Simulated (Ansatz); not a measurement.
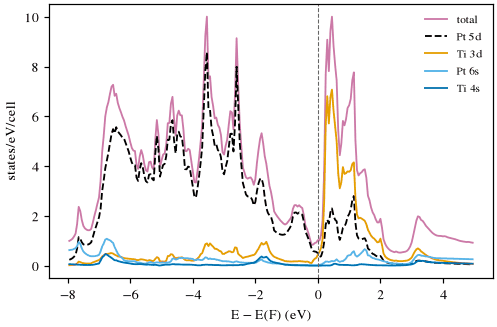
Figure: Total and projected density of states of TiPt₃ (Cu3Au type, Pm-3m), DFT-LDA in the program Ansatz with PAW potentials

### Question
Which orbitals carry the states next to the Fermi level?

### Answer
Within 0.5 eV of the Fermi level: Ti 3d 61 %, Pt 5d 34 %. Projections are on Löwdin-orthogonalised atomic valence shells; empty p or d shells of many metals are not among them.

### Question
Where is the tallest occupied peak in this window, and what makes it?

### Answer
Near -3.5 eV, about 10 states/eV per cell; the largest projected share is Pt 5d.

Symmetry was held in the LDA relaxation; of distortions, only those at the zone centre were tested. The run is not spin-polarised. Spin–orbit coupling is left out wherever it is not named.

Potentials: the later of the program's two PAW sets.
